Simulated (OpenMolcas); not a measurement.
# SiH2O2F2 (SMILES O[Si](O)(F)F) at 6 levels

Aim: a comparison of 6 runs (HF/STO-3G, B3LYP/6-31G*, M06-2X/def2-SVP, M06-L/def2-SVP, TPSS/def2-SVP, MP2/def2-SVP) of SiH2O2F2. 

Program for the calculation: OpenMolcas 26.06.

1 further run of the same task is left out (set aside as unsound or not needed).

### 1 Starting point

The species is SiH2O2F2 (7 atoms), meant as a singlet with charge 0. As SMILES, `O[Si](O)(F)F`. The O1–H6 distance was set to 1.245 Å, away from the relaxed value.

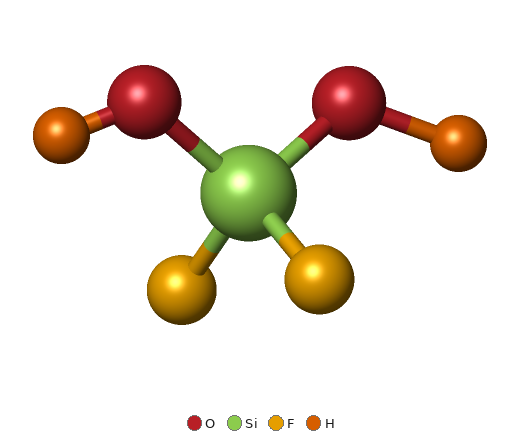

The structure, seen from a chosen angle (oxygen red, silicon green, fluorine amber, hydrogen orange).

### 2 The energy at HF/STO-3G (run 1)

The input, struct.xyz:

```xyz
7

O     -0.911137     0.270272     0.976979
Si     0.200763    -0.191628    -0.090821
O      1.533063    -0.560128     0.733179
F     -0.271637    -1.436228    -0.947121
F      0.449863     0.958272    -1.149621
H     -1.829300     1.022300     0.602200
H      2.160763    -1.172028     0.348479
```

The input, run.inp:

```
&gateway
  baslib=$CurrDir
  coord=struct.xyz
  basis=STO-3G
  group=NoSym

&seward

&scf
  thresholds=1e-10 1e-07 1e-07 1e-05
  prorbitals=1 2
```

The basis set STO-3G is read from a file made from the Basis Set Exchange's data (not shown).

Command:

```bash
$ export MOLCAS_MEM=1860
$ pymolcas run.inp > run.log
```

Output:

```text
--- Start Module: gateway ---
[...]
--- Stop Module: gateway /rc=_RC_ALL_IS_WELL_ ---
--- Start Module: seward ---
[...]
      Basis functions           31
--- Stop Module: seward /rc=_RC_ALL_IS_WELL_ ---
--- Start Module: scf ---
[...]
       Convergence after  12 Iterations
[...]
::    Total SCF energy                               -630.5494614889
[...]
      Total spin, S                                     0.0000000000
[...]
      Total electronic charge=   50.000000
      Total            charge=   -0.000000
[...]
      Dipole Moment (debye):
      Origin of the operator (angstrom)=    0.1929   -0.1923   -0.1407
                   X=  5.2862E-03               Y= -1.3376E-01               Z= -8.1985E-01           Total=  8.3071E-01
      Quadrupole Moment (debye*angstrom):
[...]
--- Stop Module: scf /rc=_RC_ALL_IS_WELL_ ---
[...]
```

Wall time 1.2 s (1 thread of Intel Xeon 6975P-C (Granite Rapids), shared host); peak memory 0.37 GiB.

### 3 The energy at B3LYP/6-31G(d) (spherical functions) (run 2)

The input, geom.xyz:

```xyz
7

O     -0.911137     0.270272     0.976979
Si     0.200763    -0.191628    -0.090821
O      1.533063    -0.560128     0.733179
F     -0.271637    -1.436228    -0.947121
F      0.449863     0.958272    -1.149621
H     -1.829300     1.022300     0.602200
H      2.160763    -1.172028     0.348479
```

The input, mol.input:

```
&gateway
 baslib=$CurrDir
 coord=geom.xyz
 basis=6-31Gs
 group=NoSym

&seward
 gridinput
 Grid=UltraFine
 End of Grid

&scf
 ksdft=B3LYP
 thresholds=1e-10 1e-07 1e-07 1e-05
 prorbitals=1 2
```

The basis set 6-31G* is read from a file made from the Basis Set Exchange's data (not shown).

Command:

```bash
$ export MOLCAS_MEM=1860
$ pymolcas mol.input > mol.log
```

Output:

```text
--- Start Module: gateway ---
[...]
--- Stop Module: gateway /rc=_RC_ALL_IS_WELL_ ---
--- Start Module: seward ---
[...]
      Basis functions           78
--- Stop Module: seward /rc=_RC_ALL_IS_WELL_ ---
[...]
--- Start Module: scf ---
[...]
       Convergence after  16 Iterations
[...]
::    Total KS-DFT energy                            -640.9894971751
[...]
      Total spin, S                                     0.0000000000
[...]
      Total electronic charge=   50.000000
      Total            charge=   -0.000000
[...]
      Dipole Moment (debye):
      Origin of the operator (angstrom)=    0.1929   -0.1923   -0.1407
                   X= -3.0788E-01               Y=  1.7010E-01               Z= -5.0426E-01           Total=  6.1482E-01
      Quadrupole Moment (debye*angstrom):
[...]
--- Stop Module: scf /rc=_RC_ALL_IS_WELL_ ---
[...]
```

Wall time 15 s (1 thread of Intel Xeon 6975P-C (Granite Rapids), shared host); peak memory 0.44 GiB.

Runs 3 to 5 aren't shown in full; the table further down has their settings and results.

### 4 A single-point energy at MP2/def2-SVP (run 6)

The input, coord.xyz:

```xyz
7

O     -0.911137     0.270272     0.976979
Si     0.200763    -0.191628    -0.090821
O      1.533063    -0.560128     0.733179
F     -0.271637    -1.436228    -0.947121
F      0.449863     0.958272    -1.149621
H     -1.829300     1.022300     0.602200
H      2.160763    -1.172028     0.348479
```

The input, calc.input:

```
&GATEWAY
 BasLib=$CurrDir
 Coord=coord.xyz
 Basis=def2-SVP
 Group=NoSym

&SEWARD

&SCF
 Thresholds=1e-10 1e-07 1e-07 1e-05
 PrOrbitals=1 1

&MBPT2
 Frozen=9
```

The basis set def2-SVP is read from a file made from the Basis Set Exchange's data (not shown).

Command:

```bash
$ export MOLCAS_MEM=1860
$ pymolcas calc.input > calc.log
```

Output:

```text
--- Start Module: gateway ---
[...]
--- Stop Module: gateway /rc=_RC_ALL_IS_WELL_ ---
[...]
      Basis functions           84
[...]
--- Start Module: scf ---
[...]
       Convergence after  14 Iterations
[...]
::    Total SCF energy                               -638.5080371183
[...]
      Total spin, S                                     0.0000000000
[...]
      Total electronic charge=   50.000000
      Total            charge=   -0.000000
[...]
      Dipole Moment (debye):
      Origin of the operator (angstrom)=    0.1929   -0.1923   -0.1407
                   X= -4.5128E-01               Y=  2.9665E-01               Z= -4.6667E-01           Total=  7.1375E-01
      Quadrupole Moment (debye*angstrom):
[...]
--- Stop Module: scf /rc=_RC_ALL_IS_WELL_ ---
[...]
--- Start Module: mbpt2 ---
[...]
WARNING!
Default frozen orbitals as non valence orbitals is overwritten by user input.
Default values:   6
[...]
       Reference weight ( Cref**2 )         =        0.82964
::    Total MBPT2 energy                             -639.3454918206
[...]
      Total MBPT2 calculations                           0.19      0.24
--- Stop Module: mbpt2 /rc=_RC_ALL_IS_WELL_ ---
[...]
```

It took 5.1 s on 1 thread of Intel Xeon 6975P-C (Granite Rapids), shared host; peak memory 0.46 GiB.

### 5 Overview of the runs

```tsv
run	level	integration grid	frozen core orbitals	energy (Eh)	dipole moment (D) of the reference	HOMO energy (eV)	LUMO energy (eV)	wall time
1	HF/STO-3G	–	–	-630.549461	0.83	-10.26	9.59	1.2 s
2	B3LYP/6-31G* (spherical functions)	UltraFine	–	-640.989497	0.61	-9.18	-1.20	15 s
3	M06-2X/def2-SVP	UltraFine	–	-640.507996	0.63	-11.41	0.09	18 s
4	M06-L/def2-SVP	UltraFine	–	-640.590894	0.56	-8.16	-1.50	19 s
5	TPSS/def2-SVP	UltraFine	–	-640.678744	0.49	-7.81	-1.80	21 s
6	MP2/def2-SVP	–	9	-639.345492	0.71	-14.53	2.71	5.1 s
```

### 6 What came out

| quantity | value |
| --- | --- |
| run 6: total energy | -639.34549 Eh |
| run 6: dipole moment (mean-field density) | 0.71 D |
| run 6: HOMO energy (Hartree–Fock orbitals) | -14.53 eV |
| run 6: LUMO energy (Hartree–Fock orbitals) | 2.71 eV |
| run 6: HOMO–LUMO gap (Hartree–Fock orbitals) | 17.24 eV |
| run 6: correlation energy (9 core orbitals frozen) | -837.5 mEh |

In words: Over runs 1, 2, 3, 4, 5 the dipole moment (its size) runs from 0.49 D (TPSS/def2-SVP) to 0.83 D (HF/STO-3G). The two ends differ in method and basis. Over runs 1, 2, 3, 4, 5 the HOMO–LUMO gap runs from 6.01 eV (TPSS/def2-SVP) to 19.84 eV (HF/STO-3G). Totals of different functionals can't be ranked against each other. In run 1 the basis is minimal, so the values are rough. All runs together took 78 s, the longest 21 s.
